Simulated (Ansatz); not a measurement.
# SnCl2 (SMILES [Cl][Sn][Cl]): HF/3-21G

Aim: the electronic atomisation energy of SnCl2 at HF/3-21G, from 3 runs. 

The results are computed with Ansatz 0.2.0.

32 further runs of the same task are left out: 32 set aside as unsound or not needed.

## 1. The structure to begin with

SnCl2 has 3 atoms, charge 0, and is taken as a singlet. As SMILES, `[Cl][Sn][Cl]`. The shape is that of a PBE0-D4/def2-TZVP optimisation.

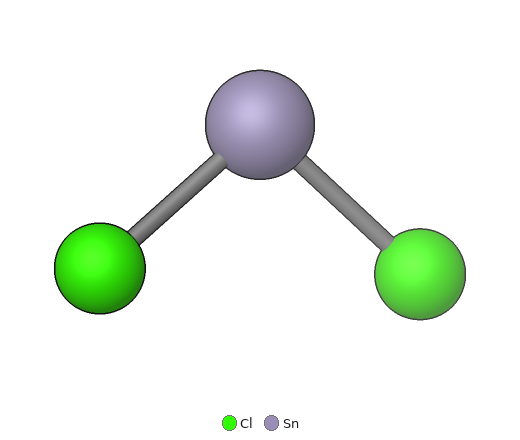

Viewed from a chosen angle; chlorine green, tin purple.

## 2. A single-point energy at HF/3-21G

Input file job.yaml:

```yaml
crystal:
  periodic: [false, false, false]
  atoms:
    - {symbol: Cl, position_ang: [1.154200, 1.220700, 0.756000]}
    - {symbol: Sn, position_ang: [-0.796900, 0.518900, -0.376600]}
    - {symbol: Cl, position_ang: [-0.368200, -1.804500, -0.392600]}
basis:
  gaussian:
    orbitals: 3-21G-spherical.json
output:
  orbitals: {seedname: orbitals}
magnetization:
  spin_polarized: false
  initial_magnetization: 0
accuracy: high
hamiltonian:
  xc: hf
```

The basis set 3-21G is read from a file made from the Basis Set Exchange's data (not shown).

Launch:

```console
ansatz run job.yaml --threads 1 --pin off --max-ram 3480MiB --events-out events.jsonl --progress --plain --runs-dir runs
```

Standard output:

```text
Warning: RAYON_NUM_THREADS=1 ignored (pool sized by the plan → 1); use --threads N
Functional definition: HF
  name "HF"
  exchange = exact_x
  correlation = 0
1152 factors; integrals over basis functions are off by at most 4.3e-9 eV
mean field evaluation 1: about -188056.6990 eV, gradient 1.6e1 eV
mean field evaluation 2: about -188056.7338 eV, gradient 1.6e1 eV
mean field evaluation 4: about -188057.8410 eV, gradient 7.7e-1 eV
mean field evaluation 8: about -188057.8470 eV, gradient 7.2e-5 eV
mean field -188057.84703197 eV, -6910.9984082378 hartree, gradient 3.1e-8 eV, S^2 0.000000; 0 other end points of the search recorded, 0 dependent functions left out
reference -188057.84703197 eV, -6910.9984082378 hartree; 42, 42 occupied and 15, 15 virtual orbitals, 1152 factors
Total energy: -188057.84703197 eV, -6910.9984082378 hartree
```

It took 1.4 s on 1 thread of Arm Neoverse V1, shared host; peak memory 0.15 GiB.

## 3. The Cl atom at the same level

Input file in.yaml:

```yaml
crystal:
  periodic: [false, false, false]
  atoms:
    - symbol: Cl
      position_ang: [0.000000, 0.000000, 0.000000]
basis:
  gaussian:
    orbitals: 3-21G.json
hamiltonian:
  xc: hf
accuracy: high
magnetization:
  spin_polarized: true
  initial_magnetization: 1
```

The basis set 3-21G is read from a file made from the Basis Set Exchange's data (not shown).

Run the same way, it converges to -457.27655 Eh (log not shown).

## 4. The Sn atom at the same level

Input file molecule.yaml:

```yaml
basis:
  gaussian:
    orbitals: 3-21G-spherical.json
crystal:
  periodic: [false, false, false]
  atoms:
    - {symbol: Sn, position_ang: [0.000000, 0.000000, 0.000000]}
magnetization:
  spin_polarized: true
  initial_magnetization: 2
hamiltonian:
  xc: hf
accuracy: high
```

The basis set 3-21G is read from a file made from the Basis Set Exchange's data (not shown).

Run the same way, it converges to -5996.26828 Eh (log not shown).

## 5. Outcome

Level: HF/3-21G.

```
                     quantity           value
       molecule: total energy  -6910.99841 Eh
        molecule: HOMO energy       -10.27 eV
        molecule: LUMO energy        -0.88 eV
      molecule: HOMO–LUMO gap         9.39 eV
        Cl atom: total energy   -457.27655 Eh
                Cl atom: ⟨S²⟩           0.750
        Sn atom: total energy  -5996.26828 Eh
                Sn atom: ⟨S²⟩           2.001
electronic atomisation energy        4.817 eV
```

Taking the molecule apart into free atoms costs 4.82 eV (465 kJ/mol), before zero-point energy and without spin-orbit coupling. Hartree–Fock lacks the correlation of the bonding pairs, which as a rule makes this value much too low; in minimal bases other errors can mask that. The basis has no polarisation functions, which makes bonds too weak. Relativity is left out (molecule) although the molecule holds a heavy atom. Relativity is left out (Sn atom) although the molecule holds a heavy atom.
